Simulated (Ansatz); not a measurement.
HgS (cinnabar type, space group P3_221)

```
CELL_PARAMETERS angstrom
      4.13888     0.00000     0.00000
     -2.06944     3.58437     0.00000
      0.00000     0.00000     9.40775
ATOMIC_POSITIONS crystal
  Hg 0.71013 0.00000 0.66667
  Hg 0.00000 0.71013 0.33333
  Hg 0.28987 0.28987 0.00000
  S  0.49980 0.00000 0.16667
  S  0.00000 0.49980 0.83333
  S  0.50020 0.50020 0.50000
```

Equation-of-state scan: isotropic scaling of the cell above, V₀ being its volume. The atoms relax within the cell's symmetry.

Computed with PBEsol (plane waves to 420 eV, PAW, scalar-relativistic; Ansatz, a quantum-chemistry and plane-wave program). k mesh 10×10×4 (Γ-centred), Fermi-Dirac smearing 0.05 eV. Energies are smeared free energies. With the shape held, the modulus is that of even scaling; a crystal free to change shape is softer. HgS was relaxed with its symmetry unable to fall. Spin-orbit coupling is left out, though Hg is heavy. The zero of ΔE is the relaxed starting cell.

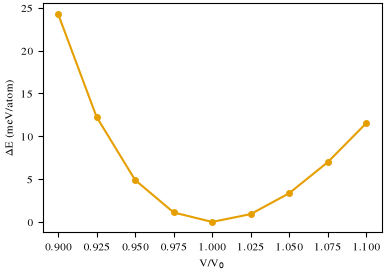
Fig. 1. ΔE (meV/atom) against V/V₀; computed points joined by lines.

Task: What is ΔE at V/V₀ = 1.100?

Result: About 12 meV/atom.

Task: What is ΔE at V/V₀ = 0.900?

Result: About 24 meV/atom.

Task: What bulk modulus at fixed cell shape B₀ follows from a third-order Birch-Murnaghan fit?

Result: About 23 GPa.

(Under strain, the slope of the energy per volume gives the stress and its curvature an elastic modulus.)
